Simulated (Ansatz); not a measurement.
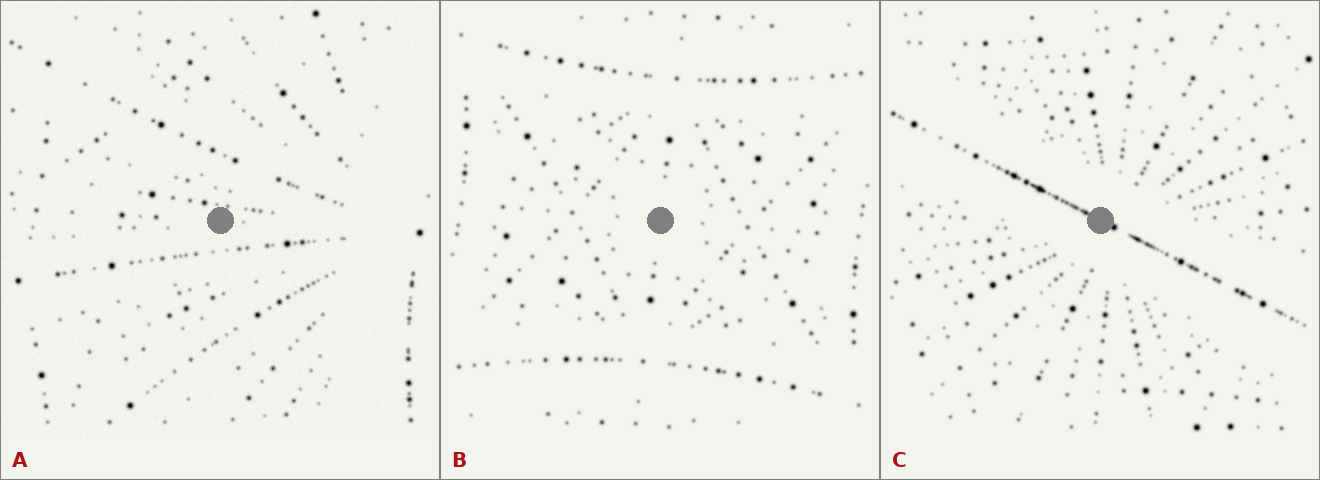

Simulated back-reflection Laue patterns (white X-rays, 0.45 to 2.2 Å, flat plate covering ±45° about the beam, kinematic intensities, seen from the source). Crystal: SnSbSe₂I, space group C2/m (No. 12), a = 14.165 Å, b = 4.181 Å, c = 10.860 Å, β = 92.05°. Structure: the geometry relaxed with DFT, PAW plane waves, r2scan in Ansatz 0.2.0; the starting structure was generated, so it need not be a known form of this composition.

```cif
data_structure
_symmetry_space_group_name_H-M 'C2/m'
_symmetry_Int_Tables_number 12
_cell_length_a 14.1651
_cell_length_b 4.1812
_cell_length_c 10.8597
_cell_angle_alpha 90.000
_cell_angle_beta 92.049
_cell_angle_gamma 90.000
_cell_volume 642.78
loop_
_atom_site_label
_atom_site_type_symbol
_atom_site_symmetry_multiplicity
_atom_site_Wyckoff_symbol
_atom_site_fract_x
_atom_site_fract_y
_atom_site_fract_z
_atom_site_occupancy
I1 I 4 i 0.35804 0.00000 0.10016 1
Sb1 Sb 4 i 0.28850 0.00000 0.67232 1
Se1 Se 4 i 0.09227 0.00000 0.25804 1
Se2 Se 4 i 0.35111 0.00000 0.44573 1
Sn1 Sn 2 c 0.00000 0.00000 0.50000 1
Sn2 Sn 2 a 0.00000 0.00000 0.00000 1
```

Question: The directions [010], [011], [100] point towards the source, in some order. Which is which?

Answer: A: [011], symmetry 1 (no symmetry). B: [010], symmetry 2 (a twofold rotation only). C: [100], symmetry m (one mirror line). The Laue class is 2/m.
